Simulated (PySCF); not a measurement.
Ge(H)2(Et)(NMe2), SMILES C[CH2][GeH2][N](C)C, GFN2-xTB optimised geometry. Atoms within 1.6 Å of the plane z = 1.2 Å (x, y, z in Å): Ge1 (-0.31, -0.92, 0.00), C2 (-1.24, 0.85, 0.00), C3 (-2.75, 0.74, 0.06), N4 (1.52, -0.92, 0.00), C5 (2.22, -0.49, 1.19), H7 (-0.67, -1.71, 1.23), H9 (-0.88, 1.43, 0.86), H11 (-3.22, 1.72, 0.06), H12 (-3.06, 0.21, 0.96), H14 (3.21, -0.94, 1.22), H15 (2.34, 0.60, 1.24), H16 (1.66, -0.81, 2.07).

Calculation: PBE0/def2-SVP (PySCF). Cells within 0.4 Å of a nucleus heavier than hydrogen are left out (blank, or x).

Map of the electrostatic potential (hartree/e), clipped to [-0.08, 0.12] on the plane z = 1.2 Å:

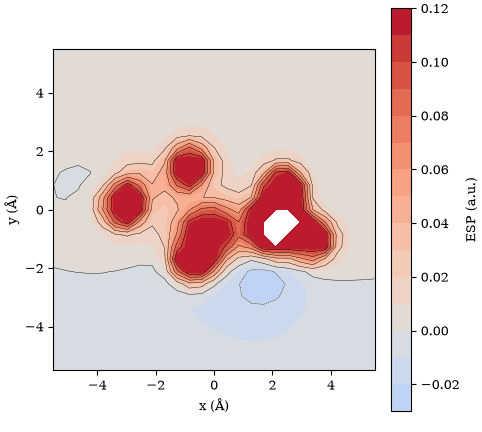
*Electrostatic potential (hartree/e), clipped to [-0.08, 0.12] on the plane z = 1.2 Å.*
